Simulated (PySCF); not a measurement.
# C4H6Cl2: magnetic properties

Wanted: magnetic properties for C4H6Cl2 (`ClCC1(Cl)CC1`).

Programs: PySCF 2.14.0, with routines of our own; each step states its level. All values are computed. Atoms count from 0.

## 1. The system as given

12 atoms, charge 0, multiplicity 1; geometry from: GFN2-xTB.

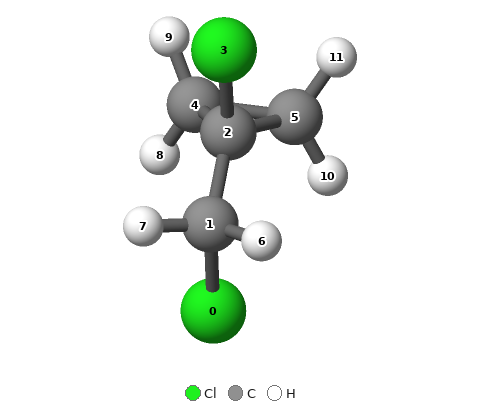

The starting geometry (chlorine green, carbon grey, hydrogen white).

## 2. Magnetic properties: GIAO B97-2/pcSseg-1

Job settings and geometry (Å):

```
{"job": {"kind": "mag", "xc": "B97-2", "basis": "pcSseg-1", "isotopologues": 2}, "charge": 0, "multiplicity": 1}
Cl     1.431596     0.721537    -1.738585
C      1.470695     0.188857    -0.042894
C      0.091049    -0.139145     0.470894
Cl     0.215135    -0.661605     2.158589
C     -0.956150    -0.790552    -0.372123
C     -1.126291     0.633198     0.080610
H      1.914973     0.999628     0.537991
H      2.116144    -0.690570     0.003212
H     -0.718934    -0.978067    -1.408321
H     -1.572782    -1.548458     0.085131
H     -1.005175     1.423131    -0.644767
H     -1.859062     0.841362     0.844236
```

Level: GIAO B97-2/pcSseg-1 magnetisability, rotational g tensor and spin-rotation constants, non-relativistic, gas phase.

Command:

```sh
> OMP_NUM_THREADS=1 python excited_run.py task.json out
```

One launch serves the whole session: the jobs run in the order shown.

What it wrote:

```text
coarse grid: 11312 points
cycle   1  E = -1076.3185801794  dE =  7.609e-01  |g| = 3.520e-01  |ddm| = 3.153e+00
cycle   2  E = -1076.3051108255  dE =  1.347e-02  |g| = 4.442e-01  |ddm| = 7.705e-01
cycle   3  E = -1076.3500847315  dE = -4.497e-02  |g| = 6.536e-02  |ddm| = 4.531e-01
cycle   4  E = -1076.3510554097  dE = -9.707e-04  |g| = 2.304e-02  |ddm| = 8.624e-02
cycle   5  E = -1076.3511743659  dE = -1.190e-04  |g| = 7.010e-03  |ddm| = 2.963e-02
cycle   6  E = -1076.3511861537  dE = -1.179e-05  |g| = 1.307e-03  |ddm| = 9.388e-03
cycle   7  E = -1076.3511864943  dE = -3.406e-07  |g| = 3.742e-04  |ddm| = 1.609e-03
final grid: 100560 points
cycle   8  E = -1076.3643887620  dE = -5.247e-05  |g| = 7.372e-03  |ddm| = 2.991e-02
cycle   9  E = -1076.3643890869  dE = -3.250e-07  |g| = 5.743e-03  |ddm| = 1.145e-02
cycle  10  E = -1076.3643942720  dE = -5.185e-06  |g| = 1.625e-03  |ddm| = 6.926e-03
cycle  11  E = -1076.3643949206  dE = -6.486e-07  |g| = 2.161e-04  |ddm| = 1.760e-03
cycle  12  E = -1076.3643949324  dE = -1.183e-08  |g| = 2.572e-05  |ddm| = 2.965e-04
cycle  13  E = -1076.3643949325  dE = -1.237e-10  |g| = 1.281e-05  |ddm| = 3.731e-05
converged SCF energy = -1076.3643949325

Magnetisability tensor (1e-30 J/T^2)
    -1339.50      -14.26       35.78
      -14.26    -1343.03       81.83
       35.78       81.83    -1559.34
isotropic -1413.96   principal values   -1592.65  -1333.90  -1315.32
isotropic susceptibility -85.150 1e-6 cm^3/mol

Inertial axes            a          b          c
rot. const./GHz      4.4632     1.4120     1.1810
chi total           -95.237    -81.005    -79.210
chi diamagnetic    -377.407   -858.036  -1022.734
chi paramagnetic    282.171    777.032    943.524
quadrupole/D A       -6.782      4.564      2.217
g nuclear            0.6111     0.5077     0.5168
g electronic        -0.5917    -0.5154    -0.5235
g total              0.0194    -0.0077    -0.0067

Spin-rotation constants (kHz, H = +C I.J)
atom  isotope        aa         bb         cc
  0   35Cl        0.229      0.262      0.300
  3   35Cl        0.292      0.361      0.424
  6     1H       -0.479     -0.072     -0.001
  7     1H       -0.479     -0.072     -0.002
  8     1H       -0.143     -0.144     -0.082
  9     1H       -0.199     -0.122     -0.095
 10     1H       -0.143     -0.144     -0.082
 11     1H       -0.198     -0.122     -0.095
  1    13C*       0.726      0.268      0.264
  2    13C*       0.431      0.353      0.248
  4    13C*       0.370      0.191      0.221
* in the singly substituted isotopologue

Isotopologues: g along a, b, c
2H    at 6,7,8,9,10,11      0.0157    -0.0074    -0.0064
37Cl  at 0                  0.0193    -0.0075    -0.0065
```

Wall time 18 s (1 thread of Intel Xeon 6975P-C, shared host); peak memory 0.71 GiB.

From this job:

| quantity | value |
| --- | --- |
| magnetisability | -1414·10⁻³⁰ J/T² |
| molar susceptibility | -85.2·10⁻⁶ cm³/mol |
| rotational g (a, b, c) | 0.0194, -0.0077, -0.0067 |

## 3. Outcome

| quantity | value |
| --- | --- |
| magnetisability (step 2, GIAO B97-2/pcSseg-1) | -1414·10⁻³⁰ J/T² |
| molar susceptibility (step 2, GIAO B97-2/pcSseg-1) | -85.2·10⁻⁶ cm³/mol |
| rotational g (a, b, c) (step 2, GIAO B97-2/pcSseg-1) | 0.0194, -0.0077, -0.0067 |

**Reading.** The values above hold for this geometry and these levels alone. Vibrational averaging and real surroundings are missing from these values.
